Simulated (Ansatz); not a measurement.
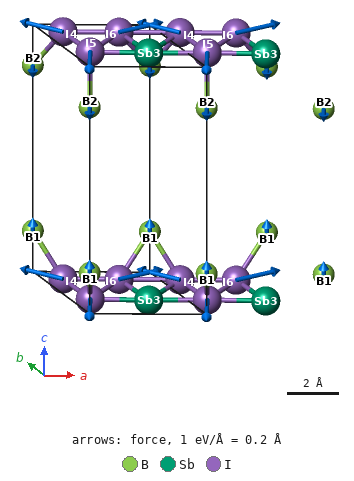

Starting geometry of solid B2SbI3 (a generated structure, set up in P-6m2) (coarse preliminary run) with the computed forces as blue arrows. A ball-and-stick model of the cell of the calculation, repeated 2 × 1 × 1 with one cell outlined, seen from a free direction.

Level of theory: Ansatz, DFT PBE, scalar-relativistic, plane waves, PAW. Settings: plane-wave cutoff 420 eV; k-point mesh 6 × 6 × 2; occupations gaussian; smearing width 0.1 eV; no spin polarisation; cell and atoms relaxed; force threshold 0.04 eV/Å; at most 70 steps.

What follows when this structure is relaxed?

Answer. It isn't relaxed: the largest force vector, on I atoms, is 10.18 eV/Å. The final displacements follow the starting forces only in part (cosine between the two patterns 0.48). After 34 accepted moves (40 points after the start) the energy has fallen by 46.960 eV per cell of the calculation. The largest force component goes from 10 to 0.014 eV/Å. Pressure: 86.24 GPa at the start and 0.04 GPa at the end. The line search rejected the trial steps at points 21, 24, 31 of the run. The SCF was repeated 3 times at an unchanged geometry on a basis and grid sized afresh for the cell, which shifted the energy by 1.772 eV per cell of the calculation at most. The largest moves relative to the cell, 0.41 Å, are those of B1 and B2. B1 goes along +c. By element the largest moves are B 0.41 Å, I 0.09 Å. Sb stays in place. Cell: a = b 4.679 → 7.323 Å (+56.5 %), c 10.843 → 3.717 Å (−65.7 %). Volume −16.0 %. Some distances before and after: B1–B2 7.266 → 1.676 Å, B1–B2 (another image) 3.577 → 2.041 Å, I4–I5 2.242 → 3.669 Å, Sb3–I4 2.340 → 3.662 Å. New bonds form: B1–B2 (7.27 → 1.68 Å). Bonds break: I4–I5 (2.24 → 3.67 Å), I4–I5 (2.44 → 3.65 Å), I4–I6 (2.24 → 3.67 Å), I4–I6 (2.44 → 3.65 Å). Bond angles that change, for instance: I4–B1–I5 64.7° → 102.5°. The space group stays P-6m2 (No. 187).
